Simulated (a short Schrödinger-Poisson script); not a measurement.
Stack: symmetric double-gate stack, SiO2 on p-type InP, at 77 K.

| layer | material | thickness (nm) | Na (cm⁻³) |
|---|---|---|---|
| 1 | SiO2 | 2 | - |
| 2 | InP | 20 | 8e16 |
| 3 | SiO2 | 2 | - |

Constants are typed, rounded textbook-type inputs, not results; the design itself was drawn at random and stands for no fabricated device. SiO2: permittivity 3.9, conduction-band edge (eV) 3.48, gap (eV) 9, electron mass (mₑ) 0.5. InP: permittivity 12.5, conduction-band edge (eV) 0, gap (eV) 1.344, Nv at 300 K (cm⁻³) 1.1e19.

Channel valleys (confinement mass, in-plane density-of-states mass, number): Γ 0.08, 0.08, 1. At the gates, both at one voltage, the conduction-band edge of layer 1 lies 3.91 eV − eVg above the Fermi level of the channel. Gaps are held at their typed values at every temperature. Mesh 0.03 nm at interfaces.

Solved with a short Schrödinger-Poisson script written for these runs: 1D Poisson equation in equilibrium, electrons quantum, Hartree (BenDaniel-Duke, 12 states a valley, the channel's in-plane mass for all, wave functions ending at the dielectric), parabolic valleys, classical holes, full ionisation, no traps, pinning or gate leakage.

Only gate voltages with over 1e8 electrons/cm² are shown.

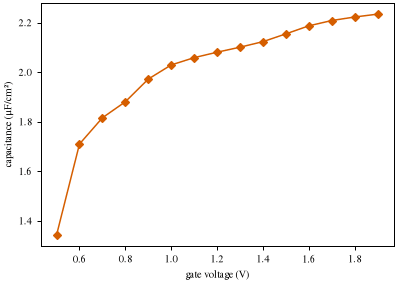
Figure. Quasi-static capacitance against gate voltage

```tsv
Vg (V)	electrons (cm⁻²)	C (μF/cm²)	Γ E0 (meV)	Γ E1 (meV)
0.5	4.04e11	1.34	-10.6	20.4
0.7	2.47e12	1.82	-47.0	-26.8
0.9	4.83e12	1.97	-76.3	-62.9
1.1	7.35e12	2.06	-101.8	-93.6
1.3	9.95e12	2.10	-128.9	-124.0
1.5	1.26e13	2.15	-157.3	-154.4
1.7	1.53e13	2.21	-184.5	-182.7
1.9	1.81e13	2.23	-211.5	-210.5
```

Subbands count from the Fermi level. The capacitance is that of both gates.

Above a few 1e12 electrons/cm² a light Γ valley is non-parabolic and upper valleys begin to fill, which the model leaves out.
